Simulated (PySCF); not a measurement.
Vertical excitations of a molecule H8N2Si3 from TDA-PBE/def2-SVPD (PySCF), as energy in eV (oscillator strength): 4.23 (0.018), 4.54 (0.055), 4.70 (0.002), 5.00 (0.002), 5.55 (0.003), 5.70 (0.088), 5.76 (0.040), 5.87 (0.004), 5.91 (0.062), 5.99 (0.013). Lowest triplet (TDA): 3.83 eV. Geometry: B3LYP-D3(BJ)/def2-SVP. Other conformers were not sampled.

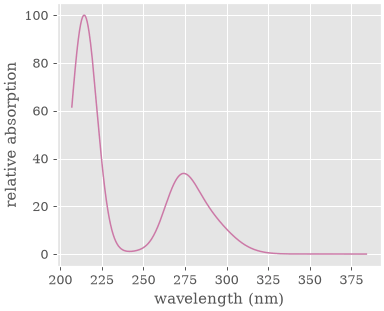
The lines broadened by 0.4 eV.

Which structure fits?
A. [SiH3]N1[SiH2]N[SiH2]1
B. N[Si@@H]1N[SiH2][SiH2]1
C. N[SiH]1[SiH2]N[SiH2]1
D. N1[SiH2]N[SiH2][SiH2]1

C, N[SiH]1[SiH2]N[SiH2]1
